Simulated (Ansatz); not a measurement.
```yaml
atoms:
  - { symbol: C, position_ang: [-2.2962, -1.2224, -2.3014] }
  - { symbol: C, position_ang: [-1.6909, -1.4898, -0.9463] }
  - { symbol: C, position_ang: [-1.6530, -0.6461, 0.0548] }
  - { symbol: C, position_ang: [-1.6208, 0.1987, 1.0679] }
  - { symbol: C, position_ang: [-0.5254, 1.1721, 1.3463] }
  - { symbol: C, position_ang: [0.5917, 1.3029, 0.3111] }
  - { symbol: O, position_ang: [-0.5656, 1.8645, 2.3423] }
  - { symbol: S, position_ang: [2.1456, 1.9890, 0.9815] }
  - { symbol: H, position_ang: [-3.0977, -1.9494, -2.5147] }
  - { symbol: H, position_ang: [-1.5376, -1.3370, -3.0938] }
  - { symbol: H, position_ang: [-2.7188, -0.2100, -2.3665] }
  - { symbol: H, position_ang: [-1.2440, -2.4818, -0.7862] }
  - { symbol: H, position_ang: [-2.4343, 0.2232, 1.8034] }
  - { symbol: H, position_ang: [0.2010, 1.9425, -0.5009] }
  - { symbol: H, position_ang: [0.8167, 0.3261, -0.1394] }
  - { symbol: H, position_ang: [1.5206, 2.7487, 1.9124] }
```

Geometry: B3LYP/def2-SVP.

Level of theory: isolated molecule in a Gaussian basis; Kohn-Sham density functional theory, functional PBE0 (Ansatz).

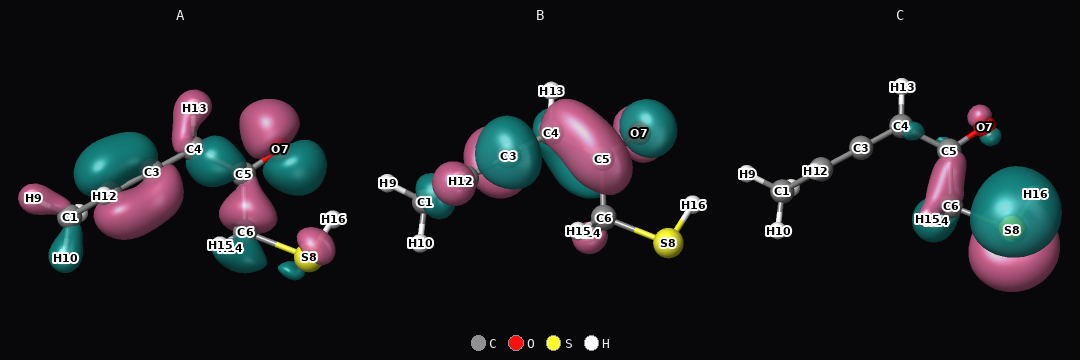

C6H8OS (SMILES CC=C=CC(=O)CS). Three frontier orbitals at ±0.1 Å⁻³ᐟ² (teal and pink are the two phases), in no order.

Which picture is the HOMO−1, the HOMO and the LUMO?

A is the HOMO−1 (−7.63 eV). Its weight (Hirshfeld) is mainly on O7 (about 35 %), C2 (about 15 %), C3 (about 10 %), C5 (about 10 %), C4 (about 5 %) and C6 (about 5 %). C is the HOMO (−6.79 eV). Its weight (Hirshfeld) is mainly on S8 (about 80 %) and C6 (about 5 %); largely a lone pair of S8. B is the LUMO (−1.82 eV). By Hirshfeld shares it lies mainly on C5 (about 25 %), C3 (about 25 %), O7 (about 20 %) and C4 (about 15 %).

What is the HOMO–LUMO gap?

4.97 eV between the orbital energies.
